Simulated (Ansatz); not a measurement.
**HWClO3: basis-set convergence**

How large a basis does HWClO3 need? Two functionals are run in growing sets.

Computed with Ansatz 0.2.0, Gaussian basis. Level: one geometry, several basis sets.

The runs, in order: PBE0-D4/def2-SVP; ωB97M-V/def2-SVP; PBE0-D4/def2-QZVPP; ωB97M-V/def2-QZVPP; the functionals' def2-TZVPP values are taken from earlier runs.

### Step 1. The geometry

An earlier PBE0-D4/def2-TZVP relaxation fixed the geometry. W takes the def2 core potential; no spin-orbit term is included.

SMILES `[O]=[W](=[O])([OH])[Cl]`, 6 atoms, charge 0, spin multiplicity 1.

Atoms are counted from 1 here; the program's logs count them from 0.

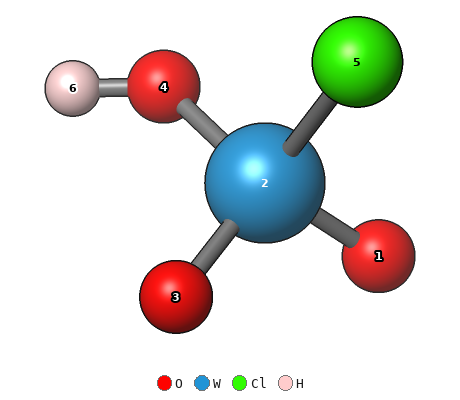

The geometry (oxygen red, tungsten blue, chlorine green, hydrogen pink); atoms are numbered from 1 in the order of the file.

As a file:

```xyz
6
ClHO3W
O    -0.4961   -1.8621   -0.4229
W     0.1721   -0.3124   -0.2312
O     1.6119   -0.4731    0.6538
O    -1.0426    0.7466    0.7202
Cl    0.6427    0.5657   -2.2664
H    -0.8458    1.2713    1.5002
```

### Step 2. PBE0-D4 in def2-SVP

The input, in.yaml:

```yaml
crystal:
  periodic: [false, false, false]
  atoms:
    - {symbol: O, position_ang: [-0.496063, -1.862103, -0.422873]}
    - {symbol: W, position_ang: [0.172094, -0.312388, -0.231225]}
    - {symbol: O, position_ang: [1.611933, -0.473146, 0.653825]}
    - {symbol: O, position_ang: [-1.042638, 0.746642, 0.720188]}
    - {symbol: Cl, position_ang: [0.642696, 0.565669, -2.266377]}
    - {symbol: H, position_ang: [-0.845821, 1.271325, 1.500161]}
basis:
  gaussian: {orbitals: def2-SVP}
hamiltonian: {xc: pbe0, dispersion: d4}
output: {orbitals: {seedname: orbitals}}
```

Launch:

```
ansatz run in.yaml --threads 4 --pin off --events-out ev --progress --plain --max-ram 10444MiB
```

Further steps of the session: ωB97M-V in def2-SVP; PBE0-D4 in def2-QZVPP; ωB97M-V in def2-QZVPP.

**Question.** What will the summary of the whole plan be? Wanted: PBE0-D4: double and triple zeta above quadruple; ωB97M-V: double and triple zeta above quadruple.

As calculated:

```
                                       quantity           value
PBE0-D4: double and triple zeta above quadruple  13.40, 0.72 eV
ωB97M-V: double and triple zeta above quadruple  13.51, 0.68 eV
```

In words: For PBE0-D4 the step from double to triple zeta gains 12.68 eV and the next only 0.72 eV. Total energies overstate the basis error of differences, where much of it tends to cancel.
